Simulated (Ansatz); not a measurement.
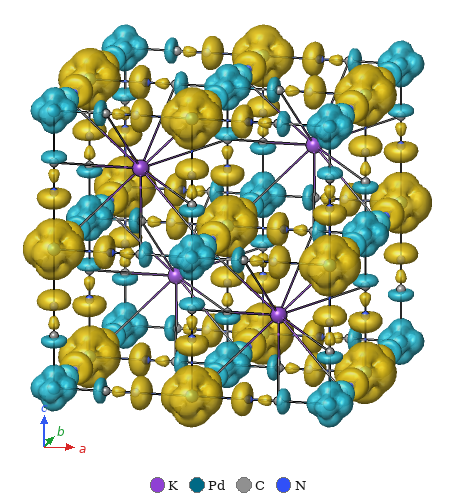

Figure 1: KPd2C6N6. Isosurfaces of the spin density at +0.02 (yellow) and −0.02 e/Å³ (cyan), seen slightly off an axis. Sticks mark near contacts.

Space group F-43m; a structure generated by program, which may or may not match a known phase; spin-polarised.

Method: Ansatz, DFT PBE, scalar-relativistic, plane waves, PAW.

The density is the valence pseudo-density of a PAW calculation; it isn't the true density close to the nuclei.

Question: Describe the spin distribution.

Answer: The spin density sits on Pd: +0.9 μB (×4) in one cell of 60 atoms, with smaller moments on other sites: Pd (up to −0.13 μB): parallel moments on the main sites in this solution. The cell of the calculation (15 atoms) carries 1.0 μB of net spin moment.
